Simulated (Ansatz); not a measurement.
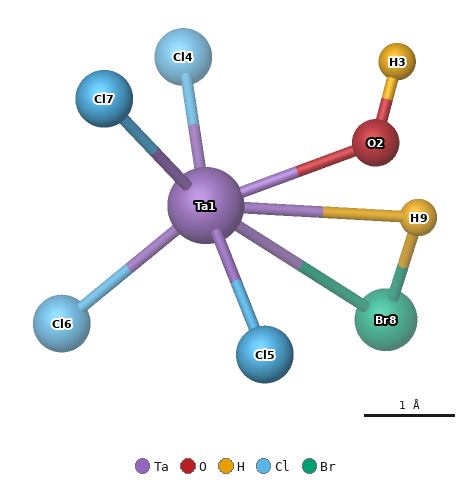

Fig. 1: The input geometry (ball-and-stick view, seen at a tilt; atoms are numbered from 1 in the order of the input). Sticks mark near contacts.

## Molecular dynamics, with input and output: TaH2BrCl4O (part 1 of 4)

System: TaH2BrCl4O.
Method: RHF/def2-SVP (Ansatz 0.2.0).

It belongs to a series of runs on one base structure; here: dynamics from the highest image of the converged band. Figures and captions count atoms from 1; the log counts them from 0 in places.

The input
```yaml
crystal:
  periodic: [false, false, false]
  atoms:
    - { symbol: Ta, position_ang: [0.000241, 0.082553, 0.104964] }
    - { symbol: O, position_ang: [2.019601, 0.00727, 0.321613] }
    - { symbol: H, position_ang: [2.470173, -0.619124, 0.877356] }
    - { symbol: Cl, position_ang: [-0.037401, -0.641474, 2.351364] }
    - { symbol: Cl, position_ang: [0.402187, 1.010201, -1.995906] }
    - { symbol: Cl, position_ang: [-2.030304, 1.145148, 0.334657] }
    - { symbol: Cl, position_ang: [-0.538139, -1.9767, -0.714868] }
    - { symbol: Br, position_ang: [1.316624, 2.600341, 1.124394] }
    - { symbol: H, position_ang: [2.119919, 1.269989, 0.734325] }
basis:
  gaussian: { orbitals: def2-SVP }
hamiltonian:
  xc: hf
md:
  timestep: 0.5
  n_steps: 97
  ensemble: nve
  temperature: 100.0
  initial_velocities: maxwell_boltzmann
  seed: 7288
```

Machine: 4 threads of Intel Xeon @ 2.50GHz (Skylake/Cascade Lake), 32 GiB of memory available, shared host.

Command:
```bash
ansatz run input.yaml --threads 4 --pin off --max-ram 5120MiB --backend cpu --events-out ev --progress --plain --runs-dir out
```

Output
```
Engine: ansatz 0.2.0, x86_64-unknown-linux-gnu
Functional definition: HF
  exchange = exact_x
  correlation = 0
1619 factors; integrals over basis functions are off by at most 3.9e-4 eV
mean field evaluation 1: about -123590.6597 eV, gradient 5.1e1 eV
mean field evaluation 2: about -123590.8649 eV, gradient 5.2e1 eV
mean field evaluation 4: about -123597.5048 eV, gradient 5.3e0 eV
mean field evaluation 8: about -123597.6014 eV, gradient 6.3e-1 eV
mean field evaluation 16: about -123578.3060 eV, gradient 4.4e1 eV
mean field -123597.60363709 eV, -4542.1281561982 hartree, gradient 3.8e-5 eV, S^2 0.000000; 0 other end points of the search recorded, 0 dependent functions left out
the calculation of the forces begins
reference -123597.60363709 eV, -4542.1281561982 hartree; 63, 63 occupied and 97, 97 virtual orbitals, 1619 factors
md step     0: t =     0.00 fs  T =   100.0 K  F+E_penalty+E_count = -123597.60363709 eV  E_kin = 0.090482 eV  conserved = -123597.51315509 eV  (48 SCF iters)
these checks for a lower state are left out or cut short: starts, cluster_reference, orbital_swaps, neighbouring_geometries, increment
1619 factors; integrals over basis functions are off by at most 3.9e-4 eV
mean field -123597.60258421 eV, -4542.1281175058 hartree, gradient 1.4e-5 eV, S^2 0.000000; 0 other end points of the search recorded, 0 dependent functions left out
the calculation of the forces begins
reference -123597.60258421 eV, -4542.1281175058 hartree; 63, 63 occupied and 97, 97 virtual orbitals, 1619 factors
md step     1: t =     0.50 fs  T =    98.9 K  F+E_penalty+E_count = -123597.60258421 eV  E_kin = 0.089465 eV  conserved = -123597.51311921 eV  (43 SCF iters)
[... from here on the SCF iterations and repeated set-up lines of each step are left out, up to the last step ...]
md step     2: t =     1.00 fs  T =    96.1 K  F+E_penalty+E_count = -123597.60001343 eV  E_kin = 0.086997 eV  conserved = -123597.51301642 eV  (43 SCF iters)
md step     3: t =     1.50 fs  T =    93.5 K  F+E_penalty+E_count = -123597.59751959 eV  E_kin = 0.084612 eV  conserved = -123597.51290759 eV  (43 SCF iters)
md step     4: t =     2.00 fs  T =    92.7 K  F+E_penalty+E_count = -123597.59677032 eV  E_kin = 0.083907 eV  conserved = -123597.51286360 eV  (43 SCF iters)
md step     5: t =     2.50 fs  T =    94.5 K  F+E_penalty+E_count = -123597.59843847 eV  E_kin = 0.085526 eV  conserved = -123597.51291235 eV  (43 SCF iters)
md step     6: t =     3.00 fs  T =    98.1 K  F+E_penalty+E_count = -123597.60178703 eV  E_kin = 0.088772 eV  conserved = -123597.51301547 eV  (43 SCF iters)
md step     7: t =     3.50 fs  T =   101.8 K  F+E_penalty+E_count = -123597.60523945 eV  E_kin = 0.092140 eV  conserved = -123597.51309947 eV  (43 SCF iters)
md step     8: t =     4.00 fs  T =   104.3 K  F+E_penalty+E_count = -123597.60749162 eV  E_kin = 0.094383 eV  conserved = -123597.51310868 eV  (43 SCF iters)
md step     9: t =     4.50 fs  T =   105.4 K  F+E_penalty+E_count = -123597.60837420 eV  E_kin = 0.095338 eV  conserved = -123597.51303612 eV  (43 SCF iters)
md step    10: t =     5.00 fs  T =   106.2 K  F+E_penalty+E_count = -123597.60898314 eV  E_kin = 0.096066 eV  conserved = -123597.51291679 eV  (43 SCF iters)
md step    11: t =     5.50 fs  T =   108.7 K  F+E_penalty+E_count = -123597.61115493 eV  E_kin = 0.098353 eV  conserved = -123597.51280167 eV  (43 SCF iters)
md step    12: t =     6.00 fs  T =   114.9 K  F+E_penalty+E_count = -123597.61668738 eV  E_kin = 0.103957 eV  conserved = -123597.51272995 eV  (43 SCF iters)
md step    13: t =     6.50 fs  T =   126.0 K  F+E_penalty+E_count = -123597.62672094 eV  E_kin = 0.114006 eV  conserved = -123597.51271520 eV  (43 SCF iters)
md step    14: t =     7.00 fs  T =   142.3 K  F+E_penalty+E_count = -123597.64152321 eV  E_kin = 0.128781 eV  conserved = -123597.51274252 eV  (43 SCF iters)
md step    15: t =     7.50 fs  T =   163.5 K  F+E_penalty+E_count = -123597.66073330 eV  E_kin = 0.147956 eV  conserved = -123597.51277696 eV  (42 SCF iters)
md step    16: t =     8.00 fs  T =   189.2 K  F+E_penalty+E_count = -123597.68393505 eV  E_kin = 0.171151 eV  conserved = -123597.51278382 eV  (42 SCF iters)
md step    17: t =     8.50 fs  T =   219.3 K  F+E_penalty+E_count = -123597.71122261 eV  E_kin = 0.198459 eV  conserved = -123597.51276345 eV  (42 SCF iters)
md step    18: t =     9.00 fs  T =   254.7 K  F+E_penalty+E_count = -123597.74322660 eV  E_kin = 0.230437 eV  conserved = -123597.51278995 eV  (42 SCF iters)
md step    19: t =     9.50 fs  T =   295.1 K  F+E_penalty+E_count = -123597.78006242 eV  E_kin = 0.267043 eV  conserved = -123597.51301938 eV  (42 SCF iters)
md step    20: t =    10.00 fs  T =   337.6 K  F+E_penalty+E_count = -123597.81912326 eV  E_kin = 0.305490 eV  conserved = -123597.51363301 eV  (42 SCF iters)
md step    21: t =    10.50 fs  T =   373.5 K  F+E_penalty+E_count = -123597.85266323 eV  E_kin = 0.337982 eV  conserved = -123597.51468142 eV  (42 SCF iters)
md step    22: t =    11.00 fs  T =   388.7 K  F+E_penalty+E_count = -123597.86754697 eV  E_kin = 0.351707 eV  conserved = -123597.51584018 eV  (43 SCF iters)
md step    23: t =    11.50 fs  T =   369.5 K  F+E_penalty+E_count = -123597.85058534 eV  E_kin = 0.334336 eV  conserved = -123597.51624983 eV  (41 SCF iters)
md step    24: t =    12.00 fs  T =   316.2 K  F+E_penalty+E_count = -123597.80104440 eV  E_kin = 0.286105 eV  conserved = -123597.51493976 eV  (41 SCF iters)
md step    25: t =    12.50 fs  T =   255.2 K  F+E_penalty+E_count = -123597.74307648 eV  E_kin = 0.230886 eV  conserved = -123597.51219030 eV  (41 SCF iters)
md step    26: t =    13.00 fs  T =   230.7 K  F+E_penalty+E_count = -123597.71911370 eV  E_kin = 0.208768 eV  conserved = -123597.51034587 eV  (41 SCF iters)
md step    27: t =    13.50 fs  T =   270.3 K  F+E_penalty+E_count = -123597.75603125 eV  E_kin = 0.244539 eV  conserved = -123597.51149234 eV  (41 SCF iters)
md step    28: t =    14.00 fs  T =   356.3 K  F+E_penalty+E_count = -123597.83694757 eV  E_kin = 0.322420 eV  conserved = -123597.51452722 eV  (41 SCF iters)
md step    29: t =    14.50 fs  T =   441.6 K  F+E_penalty+E_count = -123597.91631188 eV  E_kin = 0.399565 eV  conserved = -123597.51674649 eV  (41 SCF iters)
md step    30: t =    15.00 fs  T =   487.4 K  F+E_penalty+E_count = -123597.95802176 eV  E_kin = 0.440980 eV  conserved = -123597.51704147 eV  (41 SCF iters)
md step    31: t =    15.50 fs  T =   483.5 K  F+E_penalty+E_count = -123597.95352838 eV  E_kin = 0.437482 eV  conserved = -123597.51604644 eV  (41 SCF iters)
md step    32: t =    16.00 fs  T =   442.1 K  F+E_penalty+E_count = -123597.91475972 eV  E_kin = 0.400061 eV  conserved = -123597.51469836 eV  (41 SCF iters)
md step    33: t =    16.50 fs  T =   383.8 K  F+E_penalty+E_count = -123597.86074858 eV  E_kin = 0.347239 eV  conserved = -123597.51350995 eV  (41 SCF iters)
md step    34: t =    17.00 fs  T =   328.0 K  F+E_penalty+E_count = -123597.80936995 eV  E_kin = 0.296747 eV  conserved = -123597.51262316 eV  (40 SCF iters)
md step    35: t =    17.50 fs  T =   290.0 K  F+E_penalty+E_count = -123597.77447220 eV  E_kin = 0.262437 eV  conserved = -123597.51203535 eV  (41 SCF iters)
md step    36: t =    18.00 fs  T =   280.4 K  F+E_penalty+E_count = -123597.76541473 eV  E_kin = 0.253680 eV  conserved = -123597.51173459 eV  (42 SCF iters)
md step    37: t =    18.50 fs  T =   304.2 K  F+E_penalty+E_count = -123597.78699766 eV  E_kin = 0.275259 eV  conserved = -123597.51173824 eV  (43 SCF iters)
md step    38: t =    19.00 fs  T =   361.4 K  F+E_penalty+E_count = -123597.83910841 eV  E_kin = 0.327004 eV  conserved = -123597.51210457 eV  (43 SCF iters)
md step    39: t =    19.50 fs  T =   445.3 K  F+E_penalty+E_count = -123597.91589489 eV  E_kin = 0.402951 eV  conserved = -123597.51294357 eV  (42 SCF iters)
md step    40: t =    20.00 fs  T =   541.5 K  F+E_penalty+E_count = -123598.00435705 eV  E_kin = 0.489967 eV  conserved = -123597.51438957 eV  (42 SCF iters)
md step    41: t =    20.50 fs  T =   626.1 K  F+E_penalty+E_count = -123598.08294717 eV  E_kin = 0.566523 eV  conserved = -123597.51642397 eV  (42 SCF iters)
md step    42: t =    21.00 fs  T =   668.2 K  F+E_penalty+E_count = -123598.12305668 eV  E_kin = 0.604610 eV  conserved = -123597.51844659 eV  (41 SCF iters)
md step    43: t =    21.50 fs  T =   641.7 K  F+E_penalty+E_count = -123598.09951269 eV  E_kin = 0.580647 eV  conserved = -123597.51886543 eV  (42 SCF iters)
md step    44: t =    22.00 fs  T =   550.8 K  F+E_penalty+E_count = -123598.01430962 eV  E_kin = 0.498380 eV  conserved = -123597.51593006 eV  (41 SCF iters)
md step    45: t =    22.50 fs  T =   450.4 K  F+E_penalty+E_count = -123597.91837650 eV  E_kin = 0.407564 eV  conserved = -123597.51081278 eV  (41 SCF iters)
md step    46: t =    23.00 fs  T =   420.4 K  F+E_penalty+E_count = -123597.88910641 eV  E_kin = 0.380383 eV  conserved = -123597.50872328 eV  (41 SCF iters)
md step    47: t =    23.50 fs  T =   491.1 K  F+E_penalty+E_count = -123597.95665660 eV  E_kin = 0.444355 eV  conserved = -123597.51230137 eV  (40 SCF iters)
md step    48: t =    24.00 fs  T =   609.6 K  F+E_penalty+E_count = -123598.06880989 eV  E_kin = 0.551542 eV  conserved = -123597.51726770 eV  (41 SCF iters)
md step    49: t =    24.50 fs  T =   695.9 K  F+E_penalty+E_count = -123598.14882622 eV  E_kin = 0.629699 eV  conserved = -123597.51912771 eV  (41 SCF iters)
md step    50: t =    25.00 fs  T =   711.2 K  F+E_penalty+E_count = -123598.16134574 eV  E_kin = 0.643477 eV  conserved = -123597.51786917 eV  (41 SCF iters)
md step    51: t =    25.50 fs  T =   666.2 K  F+E_penalty+E_count = -123598.11835295 eV  E_kin = 0.602830 eV  conserved = -123597.51552338 eV  (41 SCF iters)
md step    52: t =    26.00 fs  T =   594.8 K  F+E_penalty+E_count = -123598.05174335 eV  E_kin = 0.538204 eV  conserved = -123597.51353976 eV  (41 SCF iters)
md step    53: t =    26.50 fs  T =   528.8 K  F+E_penalty+E_count = -123597.99079213 eV  E_kin = 0.478441 eV  conserved = -123597.51235093 eV  (41 SCF iters)
md step    54: t =    27.00 fs  T =   488.7 K  F+E_penalty+E_count = -123597.95399928 eV  E_kin = 0.442179 eV  conserved = -123597.51181985 eV  (42 SCF iters)
md step    55: t =    27.50 fs  T =   484.4 K  F+E_penalty+E_count = -123597.95001494 eV  E_kin = 0.438326 eV  conserved = -123597.51168924 eV  (40 SCF iters)
md step    56: t =    28.00 fs  T =   518.5 K  F+E_penalty+E_count = -123597.98099429 eV  E_kin = 0.469144 eV  conserved = -123597.51185041 eV  (42 SCF iters)
md step    57: t =    28.50 fs  T =   587.7 K  F+E_penalty+E_count = -123598.04415572 eV  E_kin = 0.531731 eV  conserved = -123597.51242474 eV  (41 SCF iters)
md step    58: t =    29.00 fs  T =   681.4 K  F+E_penalty+E_count = -123598.13018701 eV  E_kin = 0.616502 eV  conserved = -123597.51368470 eV  (41 SCF iters)
md step    59: t =    29.50 fs  T =   778.0 K  F+E_penalty+E_count = -123598.21976008 eV  E_kin = 0.703961 eV  conserved = -123597.51579899 eV  (41 SCF iters)
md step    60: t =    30.00 fs  T =   844.3 K  F+E_penalty+E_count = -123598.28225429 eV  E_kin = 0.763930 eV  conserved = -123597.51832415 eV  (41 SCF iters)
md step    61: t =    30.50 fs  T =   845.2 K  F+E_penalty+E_count = -123598.28430674 eV  E_kin = 0.764709 eV  conserved = -123597.51959781 eV  (41 SCF iters)
md step    62: t =    31.00 fs  T =   771.6 K  F+E_penalty+E_count = -123598.21543698 eV  E_kin = 0.698154 eV  conserved = -123597.51728323 eV  (41 SCF iters)
md step    63: t =    31.50 fs  T =   670.9 K  F+E_penalty+E_count = -123598.11879175 eV  E_kin = 0.607002 eV  conserved = -123597.51178959 eV  (41 SCF iters)
md step    64: t =    32.00 fs  T =   629.4 K  F+E_penalty+E_count = -123598.07823705 eV  E_kin = 0.569468 eV  conserved = -123597.50876870 eV  (41 SCF iters)
md step    65: t =    32.50 fs  T =   691.0 K  F+E_penalty+E_count = -123598.13740883 eV  E_kin = 0.625236 eV  conserved = -123597.51217288 eV  (41 SCF iters)
md step    66: t =    33.00 fs  T =   806.4 K  F+E_penalty+E_count = -123598.24720624 eV  E_kin = 0.729625 eV  conserved = -123597.51758091 eV  (41 SCF iters)
md step    67: t =    33.50 fs  T =   889.9 K  F+E_penalty+E_count = -123598.32481301 eV  E_kin = 0.805205 eV  conserved = -123597.51960837 eV  (41 SCF iters)
md step    68: t =    34.00 fs  T =   898.9 K  F+E_penalty+E_count = -123598.33155060 eV  E_kin = 0.813315 eV  conserved = -123597.51823591 eV  (41 SCF iters)
md step    69: t =    34.50 fs  T =   844.8 K  F+E_penalty+E_count = -123598.28025087 eV  E_kin = 0.764432 eV  conserved = -123597.51581923 eV  (41 SCF iters)
md step    70: t =    35.00 fs  T =   762.5 K  F+E_penalty+E_count = -123598.20376125 eV  E_kin = 0.689964 eV  conserved = -123597.51379727 eV  (41 SCF iters)
md step    71: t =    35.50 fs  T =   684.9 K  F+E_penalty+E_count = -123598.13219168 eV  E_kin = 0.619750 eV  conserved = -123597.51244166 eV  (41 SCF iters)
md step    72: t =    36.00 fs  T =   635.6 K  F+E_penalty+E_count = -123598.08673137 eV  E_kin = 0.575100 eV  conserved = -123597.51163129 eV  (41 SCF iters)
md step    73: t =    36.50 fs  T =   628.7 K  F+E_penalty+E_count = -123598.08022682 eV  E_kin = 0.568899 eV  conserved = -123597.51132771 eV  (41 SCF iters)
md step    74: t =    37.00 fs  T =   669.3 K  F+E_penalty+E_count = -123598.11728905 eV  E_kin = 0.605620 eV  conserved = -123597.51166873 eV  (42 SCF iters)
md step    75: t =    37.50 fs  T =   750.7 K  F+E_penalty+E_count = -123598.19218027 eV  E_kin = 0.679293 eV  conserved = -123597.51288699 eV  (41 SCF iters)
md step    76: t =    38.00 fs  T =   851.6 K  F+E_penalty+E_count = -123598.28570002 eV  E_kin = 0.770586 eV  conserved = -123597.51511410 eV  (41 SCF iters)
md step    77: t =    38.50 fs  T =   935.4 K  F+E_penalty+E_count = -123598.36433520 eV  E_kin = 0.846372 eV  conserved = -123597.51796345 eV  (41 SCF iters)
md step    78: t =    39.00 fs  T =   959.5 K  F+E_penalty+E_count = -123598.38806844 eV  E_kin = 0.868145 eV  conserved = -123597.51992330 eV  (41 SCF iters)
md step    79: t =    39.50 fs  T =   901.9 K  F+E_penalty+E_count = -123598.33454616 eV  E_kin = 0.816024 eV  conserved = -123597.51852190 eV  (41 SCF iters)
md step    80: t =    40.00 fs  T =   795.8 K  F+E_penalty+E_count = -123598.23329126 eV  E_kin = 0.720086 eV  conserved = -123597.51320547 eV  (41 SCF iters)
md step    81: t =    40.50 fs  T =   727.2 K  F+E_penalty+E_count = -123598.16682090 eV  E_kin = 0.657963 eV  conserved = -123597.50885752 eV  (41 SCF iters)
md step    82: t =    41.00 fs  T =   759.9 K  F+E_penalty+E_count = -123598.19838996 eV  E_kin = 0.687542 eV  conserved = -123597.51084831 eV  (41 SCF iters)
md step    83: t =    41.50 fs  T =   865.8 K  F+E_penalty+E_count = -123598.29974993 eV  E_kin = 0.783390 eV  conserved = -123597.51635992 eV  (41 SCF iters)
md step    84: t =    42.00 fs  T =   960.3 K  F+E_penalty+E_count = -123598.38821765 eV  E_kin = 0.868859 eV  conserved = -123597.51935869 eV  (41 SCF iters)
md step    85: t =    42.50 fs  T =   986.7 K  F+E_penalty+E_count = -123598.41153933 eV  E_kin = 0.892823 eV  conserved = -123597.51871616 eV  (41 SCF iters)
md step    86: t =    43.00 fs  T =   944.4 K  F+E_penalty+E_count = -123598.37101018 eV  E_kin = 0.854483 eV  conserved = -123597.51652701 eV  (41 SCF iters)
md step    87: t =    43.50 fs  T =   862.9 K  F+E_penalty+E_count = -123598.29513533 eV  E_kin = 0.780737 eV  conserved = -123597.51439828 eV  (41 SCF iters)
md step    88: t =    44.00 fs  T =   776.1 K  F+E_penalty+E_count = -123598.21506380 eV  E_kin = 0.702267 eV  conserved = -123597.51279725 eV  (41 SCF iters)
md step    89: t =    44.50 fs  T =   711.5 K  F+E_penalty+E_count = -123598.15552823 eV  E_kin = 0.643797 eV  conserved = -123597.51173169 eV  (41 SCF iters)
md step    90: t =    45.00 fs  T =   687.6 K  F+E_penalty+E_count = -123598.13333959 eV  E_kin = 0.622120 eV  conserved = -123597.51121936 eV  (42 SCF iters)
md step    91: t =    45.50 fs  T =   712.9 K  F+E_penalty+E_count = -123598.15647280 eV  E_kin = 0.645069 eV  conserved = -123597.51140344 eV  (42 SCF iters)
md step    92: t =    46.00 fs  T =   783.8 K  F+E_penalty+E_count = -123598.22173287 eV  E_kin = 0.709226 eV  conserved = -123597.51250713 eV  (41 SCF iters)
md step    93: t =    46.50 fs  T =   880.8 K  F+E_penalty+E_count = -123598.31168345 eV  E_kin = 0.797009 eV  conserved = -123597.51467461 eV  (41 SCF iters)
md step    94: t =    47.00 fs  T =   968.1 K  F+E_penalty+E_count = -123598.39353807 eV  E_kin = 0.875955 eV  conserved = -123597.51758262 eV  (41 SCF iters)
md step    95: t =    47.50 fs  T =  1001.5 K  F+E_penalty+E_count = -123598.42603118 eV  E_kin = 0.906215 eV  conserved = -123597.51981608 eV  (41 SCF iters)
md step    96: t =    48.00 fs  T =   954.3 K  F+E_penalty+E_count = -123598.38238465 eV  E_kin = 0.863506 eV  conserved = -123597.51887831 eV  (41 SCF iters)
these checks for a lower state are left out or cut short: starts, cluster_reference, orbital_swaps, neighbouring_geometries, increment
1619 factors; integrals over basis functions are off by at most 8.6e-4 eV
mean field -123598.28545002 eV, -4542.1532123613 hartree, gradient 1.3e-5 eV, S^2 0.000000; 0 other end points of the search recorded, 0 dependent functions left out
the calculation of the forces begins
reference -123598.28545002 eV, -4542.1532123613 hartree; 63, 63 occupied and 97, 97 virtual orbitals, 1619 factors
1619 factors; integrals over basis functions are off by at most 8.6e-4 eV
mean field evaluation 960: about -123597.9670 eV, gradient 1.1e0 eV
mean field -123598.28545002 eV, -4542.1532123613 hartree, gradient 1.3e-5 eV, S^2 0.000000; 1 other end points of the search recorded, 0 dependent functions left out
the calculation of the forces begins
reference -123598.28545002 eV, -4542.1532123613 hartree; 63, 63 occupied and 97, 97 virtual orbitals, 1619 factors
md step    97: t =    48.50 fs  T =   852.8 K  F+E_penalty+E_count = -123598.28545002 eV  E_kin = 0.771638 eV  conserved = -123597.51381211 eV  (41 SCF iters)
```

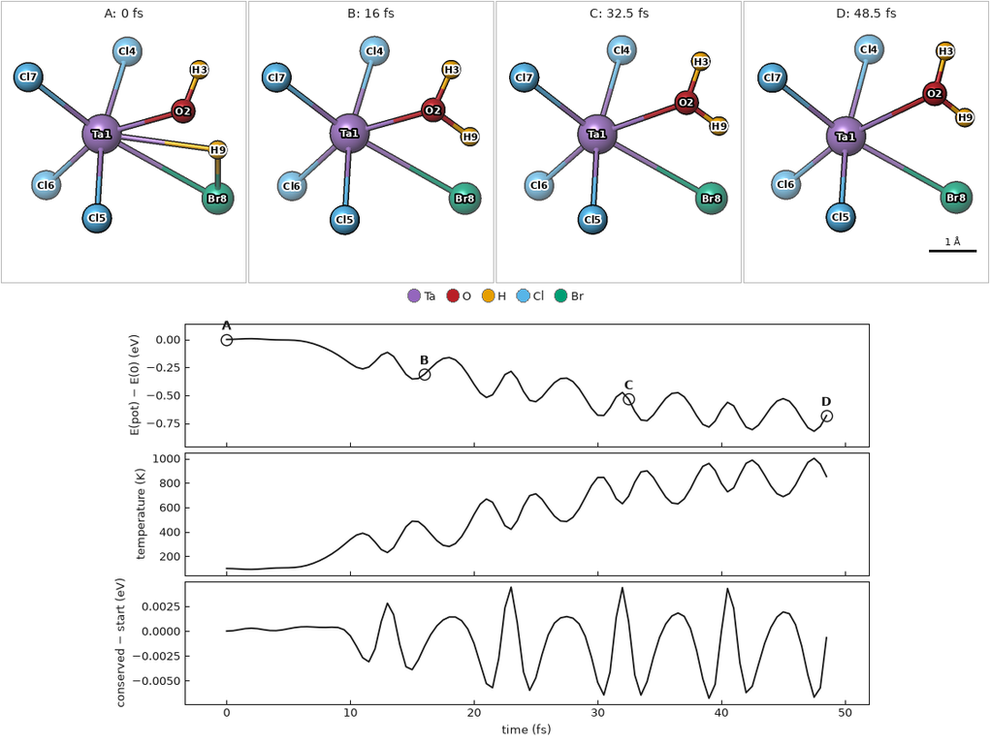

Fig. 2: Frames of the molecular dynamics (ball-and-stick, seen at a tilt) above the curves, on which the letters mark them. The trajectory kept here has 98 frames over 48.5 fs. The temperature starts at 100 K, ranges from 93 to 1002 K and averages 768 K over the second half. The potential energy ends 0.682 eV below its first value. The conserved quantity stays within 0.011 eV. After an unweighted best fit of the last frame on the first, the root-mean-square displacement is 0.34 Å, and H9 has moved furthest (0.67 Å).
